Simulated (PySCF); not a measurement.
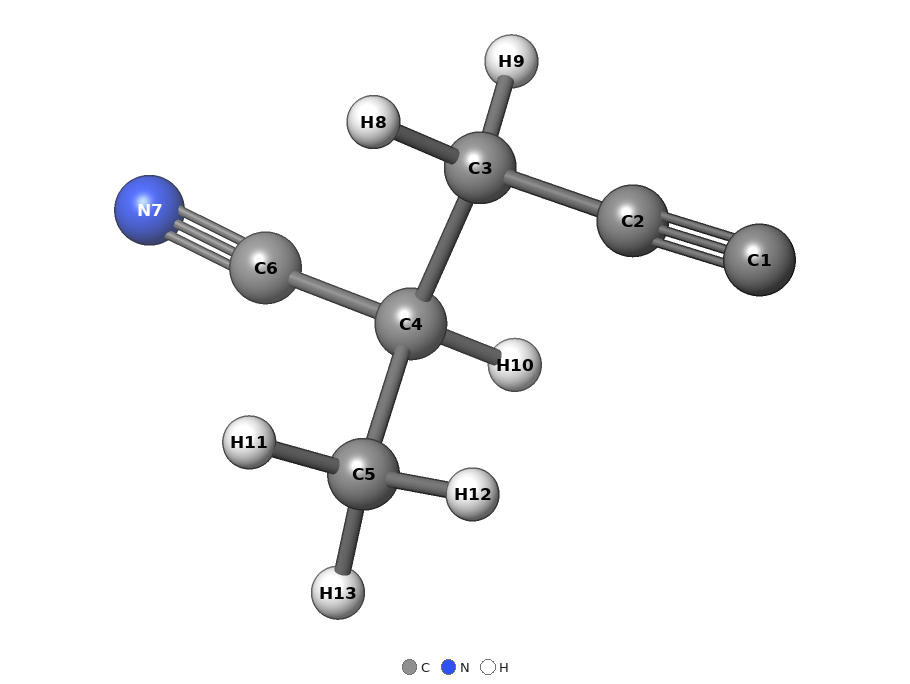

State: charge −1, singlet. The computed structure is the end point of a GFN2-xTB optimisation. No frequency run is at hand to confirm it as a minimum. Properties computed with B3LYP/pcJ-1 indirect spin-spin coupling, non-relativistic, gas phase (PySCF 2.14.0). Isotopes: 13C, 1H, 15N.

Give the spin–spin coupling constants of these pairs, with the number of bonds between them: C6/N7, C4/N7, C3/N7, C5/N7, N7/H10.

```json
{"pair": "C6, N7", "bonds apart": "1", "J (Hz)": "−20.5"}
{"pair": "C4, N7", "bonds apart": "2", "J (Hz)": "3.5"}
{"pair": "C3, N7", "bonds apart": "3", "J (Hz)": "−0.6"}
{"pair": "C5, N7", "bonds apart": "3", "J (Hz)": "−0.6"}
{"pair": "N7, H10", "bonds apart": "3", "J (Hz)": "−1.6"}
```
